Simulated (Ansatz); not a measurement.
# What AgSbSe3 (model cell, started as cubic perovskite with Sb in the octahedra) distorts into

Wanted: the energy along a soft mode of AgSbSe3 (model cell, started as cubic perovskite with Sb in the octahedra) and the structure at the end.

Main program and level: Ansatz 0.2.0; DFT PBEsol, scalar-relativistic, plane waves, PAW; PAW set soft_1.

The structure was built from a prototype and need not be the compound's stable phase.

### 1. The structure

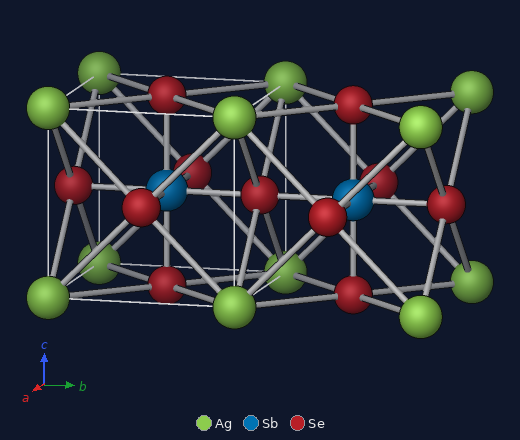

Start, viewed slightly off an axis; silver green, antimony blue, selenium red. 1×2×1 cells are drawn. Some periodic images of atoms are drawn too.

### 2. Response at finite wavevector

The cell comes from relaxations at this level that are not shown. Stability and thermal properties need the whole zone. Linear response on a 2×2×2 q mesh gives force constants as far as a supercell of that size would.

input.yaml

```yaml
crystal:
  lattice:
    - [5.2222568262, 0.0, 0.0]
    - [0.0, 5.2222568262, 0.0]
    - [0.0, 0.0, 5.2222568262]
  atoms:
    - { symbol: Ag, position: [0.0, 0.0, 0.0] }
    - { symbol: Sb, position: [0.5, 0.5, 0.5] }
    - { symbol: Se, position: [0.5, 0.5, 0.0] }
    - { symbol: Se, position: [0.5, 0.0, 0.5] }
    - { symbol: Se, position: [0.0, 0.5, 0.5] }
kpoints:
  mp_grid: { grid: [8, 8, 8] }
hamiltonian:
  xc: pbesol
  pseudopotentials: { kind: paw, azcp: { folder: soft_1 }, xc_functional: pbe }
scf:
  occupations: { method: methfessel_paxton, width: 0.2 }
output:
  eigenvalues: true
phonons:
  method: dfpt
  qmesh: [2, 2, 2]
  temperatures: { t_max: 1000, t_step: 50 }
  qpath:
    path:
      - [[0.0, 0.0, 0.0], [0.0, 0.5, 0.0], [0.5, 0.5, 0.0], [0.0, 0.0, 0.0], [0.5, 0.5, 0.5], [0.0, 0.5, 0.0]]
      - [[0.5, 0.5, 0.5], [0.5, 0.5, 0.0]]
    npoints: 10
```

Launch:

```console
$ ansatz run input.yaml --threads 4 --pin off --max-ram 16384MiB --backend cpu --events-out ev --progress --plain --runs-dir out
```

Numbers of over 12 decimals in the logs are rounded to 6 here.

The log of the run:

```text
Engine: ansatz 0.2.0, aarch64-unknown-linux-gnu
Pseudopotentials: kind: paw
Pseudopotential: Ag, paw, valence charge 19, recommended cutoff 420 eV (normal), soft_1/Ag.paw.azcp
Pseudopotential: Sb, paw, valence charge 15, recommended cutoff 420 eV (normal), soft_1/Sb.paw.azcp
Pseudopotential: Se, paw, valence charge 16, recommended cutoff 420 eV (normal), soft_1/Se.paw.azcp
Functional definition: PBEsol
  exchange = pbesol_x
  correlation = pbesol_c
Crystal: 5 atoms, lattice volume = 142.421 Å³
Basis set: ecut = 420 eV, 2801 PW (Γ), exchange–correlation on 72×72×72 points (8 copies of the dense FFT grid, shifted against one another)
Bands: 50, of which v1, the nominal top of the filled ones, is band 41 counted from 1 (40 counted from 0)
Symmetry: 48 space group operations
k-points: 35 of 512
Non-local potential: Ag, projectors of the file, l = 0: 3, l = 1: 2, l = 2: 2, l = 3: 1
Non-local potential: Sb, projectors of the file, l = 0: 2, l = 1: 2, l = 2: 2, l = 3: 1
Non-local potential: Se, projectors of the file, l = 0: 2, l = 1: 2, l = 2: 3, l = 3: 1
PAW form: soft (Blöchl's): semilocal exchange-correlation on the pseudo side does not see the compensation charge
PAW frozen core: Ag, regenerated for the run's functional, and the local potential with it (the file was generated under x = pbe(κ = 0.804, μ = 0.219515), c = pbe(β = 0.066725))
PAW frozen core: Sb, regenerated for the run's functional, and the local potential with it (the file was generated under x = pbe(κ = 0.804, μ = 0.219515), c = pbe(β = 0.066725))
PAW frozen core: Se, regenerated for the run's functional, and the local potential with it (the file was generated under x = pbe(κ = 0.804, μ = 0.219515), c = pbe(β = 0.066725))
PAW one-centre angular grid: Ag, 590 points (default); XC on 64 Gauss nodes
PAW one-centre angular grid: Sb, 590 points (default); XC on 64 Gauss nodes
PAW one-centre angular grid: Se, 590 points (default); XC on 64 Gauss nodes
Initial density: superposition of atomic densities (chi_scale 0.1, normalization cell, long waves kept (reshape's long-wave potential 0.02 eV rms))
Initial wavefunctions: pseudopotential atomic-orbital guess
Functional: x = pbesol(κ = 0.804, μ = 0.123457), c = pbesol(β = 0.046)
SCF iter   1: F=—  HF=-30200.930644 eV  |F-HF|=—  |Δ(HF+E_count)|=         —  Δρ=3.66e-2  dr2=2.48e0  ethr=3.10e-3  ⟨swp⟩=6.8  Hψ=6799  notcnv=0  defer=4
preconditioner: auto → LDOS  [metal: Δε(μ)=0.023 eV  Ē_g=9.513 eV  σ=0.200 eV  W_gap=0.09  n_scr=32 (ndim 8)  ℏωp=18.1 eV  f_vac=0.053  D(μ)=4.78/eV (n_scr^D=32)  β→1.0]
SCF iter   2: F=—  HF=-30200.821935 eV  |F-HF|=—  |Δ(HF+E_count)|=   1.09e-1  S|Δr|=    0.00e0  Δρ=4.42e-2  dr2=2.30e0  ethr=3.02e-3  ⟨swp⟩=3.0  Hψ=3898  notcnv=0  defer=64
SCF iter   3: F=—  HF=-30200.163914 eV  |F-HF|=—  |Δ(HF+E_count)|=   6.58e-1  S|Δr|=    0.00e0  Δρ=2.76e-3  dr2=1.01e-2  ethr=2.80e-3  ⟨swp⟩=2.5  Hψ=3718  notcnv=0  defer=72
SCF iter   4: F=—  HF=-30200.168135 eV  |F-HF|=—  |Δ(HF+E_count)|=   4.22e-3  S|Δr|=    0.00e0  Δρ=8.22e-4  dr2=7.13e-4  ethr=1.23e-5  ⟨swp⟩=2.0  Hψ=3331  notcnv=0  defer=67
SCF iter   5: F=—  HF=-30200.169059 eV  |F-HF|=—  |Δ(HF+E_count)|=   9.24e-4  S|Δr|=    0.00e0  Δρ=2.54e-4  dr2=8.35e-5  ethr=8.69e-7  ⟨swp⟩=2.0  Hψ=2976  notcnv=0  defer=67
SCF iter   6: F=—  HF=-30200.169121 eV  |F-HF|=—  |Δ(HF+E_count)|=   6.20e-5  S|Δr|=    0.00e0  Δρ=6.10e-5  dr2=4.83e-6  ethr=1.02e-7  ⟨swp⟩=2.0  Hψ=2976  notcnv=0  defer=67
SCF iter   7: F=—  HF=-30200.169115 eV  |F-HF|=—  |Δ(HF+E_count)|=   5.68e-6  S|Δr|=    0.00e0  Δρ=1.32e-5  dr2=2.57e-7  ethr=5.89e-9  ⟨swp⟩=2.0  Hψ=2985  notcnv=0  defer=67
SCF iter   8: F=—  HF=-30200.169115 eV  |F-HF|=—  |Δ(HF+E_count)|=   2.55e-8  S|Δr|=    0.00e0  Δρ=3.76e-6  dr2=2.41e-8  ethr=3.14e-10  ⟨swp⟩=2.0  Hψ=2954  notcnv=0  defer=67
SCF iter   9: F=—  HF=-30200.169115 eV  |F-HF|=—  |Δ(HF+E_count)|=   4.06e-9  S|Δr|=    0.00e0  Δρ=7.86e-7  dr2=1.01e-9  ethr=2.94e-11  ⟨swp⟩=2.0  Hψ=2452  notcnv=0  defer=67
SCF iter  10: F=—  HF=-30200.169115 eV  |F-HF|=—  |Δ(HF+E_count)|=  6.55e-11  S|Δr|=    0.00e0  Δρ=1.26e-7  dr2=2.65e-11  ethr=1.24e-12  ⟨swp⟩=2.0  Hψ=2469  notcnv=0  defer=67
SCF iter  11: F=-30200.169115 eV  HF=-30200.169115 eV  |F-HF|=1.09e-11  |Δ(HF+E_count)|=  3.64e-12  S|Δr|=    0.00e0  Δρ=1.15e-8  dr2=1.51e-13  ethr=1.00e-12  ⟨swp⟩=13.2  Hψ=9705  notcnv=0
SCF 1 converged in 11 iterations: F = -30200.169115 eV  dr2 = 1.51e-13
  greatest PAW one-centre occupation: 1.001 electrons in one spin orbital (limit 2), on the Ag atom at site 0 (counted from 0), in its partial waves of l = 0
Initial density: read from a saved state, or passed on in memory by an earlier SCF of this step, an earlier step, the calling program or the single point that the run made first
iter 1 solved again at ethr=9.81e-8 eV; its pass at ethr=3.10e-3 eV (dr2=8.05e-5 eV) is discarded
SCF iter   1: F=—  HF=-30200.169114 eV  |F-HF|=—  |Δ(HF+E_count)|=         —  Δρ=3.85e-7  dr2=8.23e-11  ethr=9.81e-8  ⟨swp⟩=4.0  Hψ=12279  notcnv=0
eigensolver tolerance schedule: the retry pair's looser diagonalisation over-reported the residual by 977398.23 of it (diagonalisation noise at an unbounded share of the residual, at the tolerance the schedule requests for it); recorded, not acted on — ethr = c·dr2/N_el stays at c = 1.0e-1
preconditioner: auto → LDOS  [metal: Δε(μ)=0.048 eV  Ē_g=9.113 eV  σ=0.200 eV  W_gap=0.20  n_scr=32 (ndim 8)  ℏωp=18.1 eV  f_vac=0.046  D(μ)=4.44/eV (n_scr^D=26)  β→1.0]
SCF iter   2: F=—  HF=-30200.169115 eV  |F-HF|=—  |Δ(HF+E_count)|=   9.92e-7  S|Δr|=    0.00e0  Δρ=4.12e-7  dr2=1.07e-10  ethr=1.00e-12  ⟨swp⟩=4.0  Hψ=5055  notcnv=0
SCF iter   3: F=—  HF=-30200.169115 eV  |F-HF|=—  |Δ(HF+E_count)|=  7.28e-12  S|Δr|=    0.00e0  Δρ=2.03e-7  dr2=2.09e-11  ethr=1.00e-12  ⟨swp⟩=1.0  Hψ=1750  notcnv=0
SCF iter   4: F=—  HF=-30200.169115 eV  |F-HF|=—  |Δ(HF+E_count)|=  1.09e-11  S|Δr|=    0.00e0  Δρ=1.49e-7  dr2=1.20e-11  ethr=1.00e-12  ⟨swp⟩=1.0  Hψ=1750  notcnv=0
SCF iter   5: F=-30200.169115 eV  HF=-30200.169115 eV  |F-HF|=3.64e-12  |Δ(HF+E_count)|=  1.09e-11  S|Δr|=    0.00e0  Δρ=8.12e-8  dr2=3.52e-12  ethr=1.00e-12  ⟨swp⟩=5.3  Hψ=4344  notcnv=0
SCF 2 converged in 5 iterations: F = -30200.169115 eV  dr2 = 3.52e-12
phonons: the bands overlap, so this run is a metal and interpolates without the dipole-dipole term. If the crystal is really an insulator or semiconductor, its LO-TO splitting is missing
NSCF: frozen V_eff on 35 k-points
WARN: eigensolver did not converge (k=22): 1 band(s) unlocked after 20 sweeps at ethr=2.61e-12 eV (storage-precision floor; scheduled 1.00e-12 eV) (lowest unlocked band 49, counted from 0; max residual 3.42e-6 eV among the unlocked bands, 3.56e-6 eV over every band; other slots of this pass that fall short are told together in one closing line; warning suppressed until the next SCF loop or pass starts)
WARN: eigensolver did not converge in 4 slots of this pass, the one above among them; of largest residual over every band (k=30): 1 band(s) unlocked (lowest unlocked band 49, counted from 0; max residual 6.41e-6 eV among the unlocked bands, 6.41e-6 eV over every band); of lowest unlocked band (k=22): band 49
NSCF: frozen V_eff on 125 k-points
DFPT response loops at q = (0, 0, 0) (fractional): preconditioner auto → Kerker (q_TF=auto, 2.488 Å⁻¹) (partly filled bands, converged f_vac=0.046); β = 1.00, the filter's whole step (`scf.mixing.beta` (0.50) is not read by the response loops under this deck's `scf.mixing.preconditioner`; to damp them name `kerker` or `kerker_dos`, under which they read `scf.mixing.beta`, and type it under 1.00, their step now; both keys bind the ground state too); Broyden in place of MSR1
NSCF: frozen V_eff on 250 k-points
DFPT response loops at q = (0, 0, -0.5) (fractional): mixed as the last ones told, above
NSCF: frozen V_eff on 250 k-points
DFPT response loops at q = (0, -0.5, -0.5) (fractional): mixed as the last ones told, above
NSCF: frozen V_eff on 250 k-points
DFPT response loops at q = (-0.5, -0.5, -0.5) (fractional): mixed as the last ones told, above
SCF converged after 11 iterations
Stability not checked: this state was not tested for a lower state beside it, because cold or Methfessel-Paxton smearing, or corrected tetrahedra, fill the levels in a way that the test cannot read (fill_not_monotonic; see scf.lower_state_search)
Free energy (F): -30200.169115 eV
Harris-Foulkes:  -30200.169115 eV  (|F-HF|=1.09e-11)
Internal energy: -30200.159367 eV  (E = F + TS)
E sigma→0 (E₀):  -30200.166678 eV
Entropy (-TS):   -0.009748 eV (-1.950 meV/atom)
Fermi energy:    6.733969 eV
--- Per-component energies (eV) ---
  E_band       = -1813.111935
  E_kinetic    = 961.513976
  E_local      = -13037.271545  (includes V_loc(G=0)·N_el)
  E_nonlocal   = -627.731404
  E_hartree    = 6438.427740
  E_xc         = -504.430496
  E_vxc        = -555.149185  (∫ρ·V_xc dr)
  E_paw        = -14618.762950  (= ΣΔE_a)
  E_vpaw       = -1431.328778  (= ΣTr[D̂ρ^β])
  E_aug_tail   = -0.000495  (compensation charges beyond the density's cutoff)
  E_ewald      = -8815.584144
  E_core_change = 3.679951  (= ΣΔE_core)
  E_smearing   = -0.009748  (= −TS)
  E_closure    = 0.000000  (closes the sum)
  Σ components = -30200.169115   (vs F -30200.169115, Δ=0.00e0)
--- Band table (eV; the first three rows and the last of 35) ---
  k-point 0: bands = [... 37 lower, 6.0098, 6.0098, 6.0623, 6.0623, 6.0623, 7.1247, 12.1877, 12.1877, ... 5 higher]
  k-point 1: bands = [... 37 lower, 5.9101, 5.9101, 6.0450, 6.0785, 6.0785, 7.5630, 12.2167, 12.3635, ... 5 higher]
  k-point 2: bands = [... 37 lower, 5.6373, 5.6373, 6.0065, 6.1637, 6.1637, 8.3188, 11.5196, 12.2921, ... 5 higher]
  k-point 34: bands = [... 37 lower, 5.4650, 7.1491, 7.2784, 7.2784, 7.2784, 7.6196, 7.6196, 7.6196, ... 5 higher]
--- Phonons (Γ-DFPT): 4 representative perturbations + reference (Σ response iterations 12) ---
  ASR residual: 1.169e-4 → 0.000e0 eV/Å²; symmetrization residual: 2.619e-5 eV/Å²
  ASR residual per site (eV/Å²): 4.18e-5 1.16e-4 1.17e-4 1.17e-4 1.17e-4
  Γ frequencies (cm⁻¹): -97.50 -97.50 -97.50 -76.02 -76.02 -76.02 -54.47 -54.47 -54.47 0.00 0.00 0.00 181.38 181.38 181.38
--- Phonons (arbitrary-q DFPT): 4 irreducible q on the 2×2×2 mesh ---
  q = [0.0000, 0.0000, 0.0000] (star 1, of the zone-centre solve; hermiticity 7.89e-6, symmetrization 1.64e-11): -97.50 -97.50 -97.50 -76.02 -76.02 -76.02 -54.47 -54.47 -54.47 -0.00 0.00 0.00 181.38 181.38 181.38
  q = [0.0000, 0.0000, -0.5000] (star 3, 9 solved perturbations in 975 linear systems a pass and spin channel, the states on 125 of 512 k-point pairs; hermiticity 3.24e-6, symmetrization 1.18e-8): -104.12 -100.44 -92.08 -92.08 -87.60 -87.60 -55.31 -46.49 -46.49 -22.10 -22.10 154.37 185.94 185.94 191.23
  q = [0.0000, -0.5000, -0.5000] (star 3, 9 solved perturbations in 975 linear systems a pass and spin channel, the states on 125 of 512 k-point pairs; hermiticity 8.35e-6, symmetrization 2.14e-8): -106.51 -106.51 -89.45 -87.91 -87.91 -80.86 -57.02 -52.30 -52.30 16.19 155.77 155.77 185.00 189.75 202.72
  q = [-0.5000, -0.5000, -0.5000] (star 1, 4 solved perturbations in 350 linear systems a pass and spin channel, the states on 125 of 512 k-point pairs; hermiticity 5.51e-6, symmetrization 1.44e-8): -97.60 -97.60 -97.60 -93.40 -93.40 -93.40 -37.26 -37.26 -37.26 158.61 158.61 158.61 190.56 190.56 208.26
  sum rule: each row above includes the acoustic sum rule's correction from the zone centre's row sums; it moved no ω² by more than (0.63 cm⁻¹)²
  mesh force constants: q→R imaginary residual 2.60e-18; ASR residual 1.169e-4 → 0.000e0 eV/Å²; symmetrization residual 3.997e-15 eV/Å²
  interpolated dispersion: 62 rows × 15 modes
  density of states and harmonic sums: on the 12×12×12 q-mesh, interpolated from the force constants of a 2×2×2 supercell (no non-analytic term)
  largest difference from the sums on the solved wave vectors: F 1.81e-1 eV, S 2.59e-4 and C_V 7.87e-5 eV/K
  zero-point energy: 0.053103 eV/cell   skipped modes (ω ≤ 0): 787, of them read as no rigid motion or as one in doubt: 784 (9.212e0 modes/cell left out, lowest -106.51 cm⁻¹)   left out of the sums: 6.14e-1 of the cell's modes: C_V's classical limit lies that fraction below 3 k_B per atom; for a crystal, a wire or a layer, F and S can be off by more, and a phonons.interpolated_qmesh denser along its periods is the remedy for the sampling
```

Elapsed: 10 min, on 4 threads of Arm Neoverse V1, shared host; peak memory 2.3 GiB; 39 min of CPU time.

The column dr2 measures how far the density is from self-consistency, as an energy; F and HF (Harris–Foulkes) agree once it is small.

This step gave:

| Item | Value |
| --- | --- |
| volume per atom | 28.48 Å³ |
| gap on the k-mesh | 0 eV |
| sum-rule residual before enforcement | 1.17e-4 eV/Å² |
| lowest frequency on the path | -106.5 cm⁻¹ |
| point group | m-3m |
| highest frequency on the path or at a solved wavevector | 208.3 cm⁻¹ |
| highest optical mode at the zone centre (no LO-TO term) | 181.4 cm⁻¹ |
| lowest optical zone-centre mode | -97.5 cm⁻¹ |
| lowest mode on the q mesh (acoustic modes at Γ apart) | -106.5 cm⁻¹ |

Frequencies (cm⁻¹) solved at each irreducible wavevector; negative means imaginary. Frequencies by wavevector, by row:

| q in reciprocal lattice units | star | mode 1 | mode 2 | mode 3 | mode 4 | mode 13 | mode 14 | mode 15 |
| --- | --- | --- | --- | --- | --- | --- | --- | --- |
| 0 0 0 | 1 | -97.5 | -97.5 | -97.5 | -76 | 181.4 | 181.4 | 181.4 |
| 0 0 -0.5 | 3 | -104.1 | -100.4 | -92.1 | -92.1 | 185.9 | 185.9 | 191.2 |
| 0 -0.5 -0.5 | 3 | -106.5 | -106.5 | -89.5 | -87.9 | 185 | 189.8 | 202.7 |
| -0.5 -0.5 -0.5 | 1 | -97.6 | -97.6 | -97.6 | -93.4 | 190.6 | 190.6 | 208.3 |

Interpolated from a 2×2×2 q mesh. The phonon branches at the labelled points (cm⁻¹):

```
    point  branch 1  branch 2  branch 3  branch 4  branch 12  branch 13  branch 14  branch 15
        Γ       -98       -98       -98       -76          0        181        181        181
        X      -104      -100       -92       -92        154        186        186        191
        M      -106      -106       -90       -88        156        185        190        203
        Γ       -98       -98       -98       -76          0        181        181        181
        R       -98       -98       -98       -93        159        191        191        208
        X      -104      -100       -92       -92        154        186        186        191
jump to R       -98       -98       -98       -93        159        191        191        208
        M      -106      -106       -90       -88        156        185        190        203
```

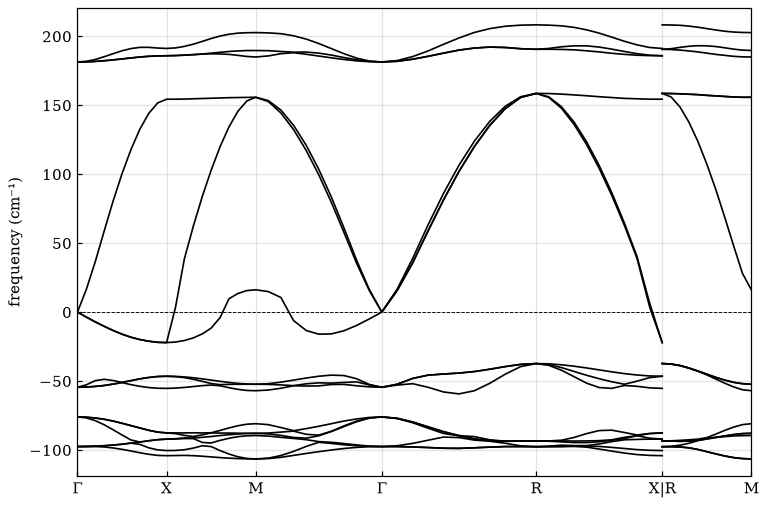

Phonon branches along the path.

Symmetry leaves 4 wavevectors to solve. The lowest mode among them, the acoustic zeros apart, lies at q = (0, -0.5, -0.5) and is imaginary, 106.5i cm⁻¹, so the energy falls along it.

### 3. The mode frozen in, largest atomic shift 0 Å

The mode followed lies at q = (0, 0, -0.5) with frequency 104.1i cm⁻¹, one of the unstable modes though not the softest. At small amplitude the distorted cell has space group no. 123 by a symmetry search on the positions. The undistorted cell that holds it gives the zero of energy on the same k mesh.

System of this step: AgSbSe3 (model cell, started as cubic perovskite with Sb in the octahedra). It takes space group Pm-3m (No. 221, cubic). Conventional cell: a = 5.222 Å, b = 5.222 Å, c = 5.222 Å, α = 90.00°, β = 90.00°, γ = 90.00°. Nearest to Ag lie 12 Se at 3.69 Å. Nearest to Sb lie 6 Se at 2.61 Å. Se has 2 Sb at 2.61 Å nearest. Nearest to Se lie 2 Sb at 2.61 Å. Farther neighbours and most contacts between anions are not listed.

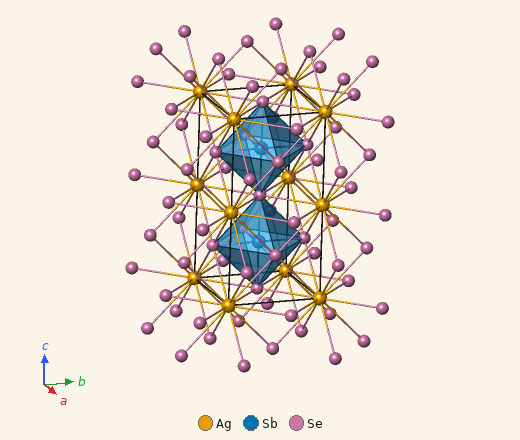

The cell of this step (silver orange, antimony blue, selenium pink). Some periodic images of atoms are drawn too.

input.yaml

```yaml
crystal:
  lattice:
    - [5.2222568262, 0.0, 0.0]
    - [0.0, 5.2222568262, 0.0]
    - [0.0, 0.0, 10.4445136524]
  atoms:
    - { symbol: Ag, position: [0.0, 0.0, 0.5] }
    - { symbol: Ag, position: [0.0, 0.0, 0.0] }
    - { symbol: Sb, position: [0.5, 0.5, 0.25] }
    - { symbol: Sb, position: [0.5, 0.5, 0.75] }
    - { symbol: Se, position: [0.5, 0.5, 0.0] }
    - { symbol: Se, position: [0.5, 0.5, 0.5] }
    - { symbol: Se, position: [0.5, 0.0, 0.25] }
    - { symbol: Se, position: [0.5, 0.0, 0.75] }
    - { symbol: Se, position: [0.0, 0.5, 0.25] }
    - { symbol: Se, position: [0.0, 0.5, 0.75] }
kpoints:
  mp_grid: { grid: [8, 8, 4] }
hamiltonian:
  xc: pbesol
  pseudopotentials: { kind: paw, azcp: { folder: soft_1 }, xc_functional: pbe }
scf:
  occupations: { method: methfessel_paxton, width: 0.2 }
output:
  forces: true
  stress: true
  eigenvalues: true
```

The log of the run:

```text
[...]
Crystal: 10 atoms, lattice volume = 284.842 Å³
Basis set: ecut = 420 eV, 5563 PW (Γ), exchange–correlation on 72×72×144 points (8 copies of the dense FFT grid, shifted against one another)
Bands: 99, of which v1, the nominal top of the filled ones, is band 82 counted from 1 (81 counted from 0)
Symmetry: 32 space group operations
[...]
k-points: 45 of 256
[...]
k-point 0: bands = [... 78 lower, 6.0623, 6.0623, 6.0623, 6.2883, 6.2883, 7.0212, 7.1247, 7.7655, ... 13 higher]
  k-point 1: bands = [... 78 lower, 5.9722, 6.0450, 6.0786, 6.0786, 6.2516, 6.2516, 7.5629, 8.7153, ... 13 higher]
  k-point 2: bands = [... 78 lower, 6.0066, 6.0066, 6.1638, 6.1638, 6.1638, 6.1638, 8.3188, 8.3188, ... 13 higher]
  k-point 44: bands = [... 78 lower, 6.4164, 6.4164, 7.2954, 7.2954, 7.8416, 7.8416, 8.2055, 8.2055, ... 13 higher]
[key lines of the parts left out:]
SCF converged after 8 iterations
Free energy (F): -60400.338230 eV
Fermi energy:    6.734031 eV
P = ⅓ Tr σ = 0.0042 GPa (0.042 kbar)
```

Run time: 21 s. Hardware: 4 threads; peak memory 1.4 GiB; 83 s of CPU time.

Numbers from this step:

* pressure: 0.004161 GPa
* energy from the undistorted cell: 0 meV/atom

The run ends at a pressure of 0.00 GPa.

(Continued in part 2 of 3.)

[Logs are printed without paths, hosts, clocks, repeated set-up lines and the standing remarks that a program may print on its own settings, such as how far it seeks lower states.]

[Hosts, paths, dates, database ids (printed as entryN), source tags and the programs' standing remarks are cut or masked in the printed files.]
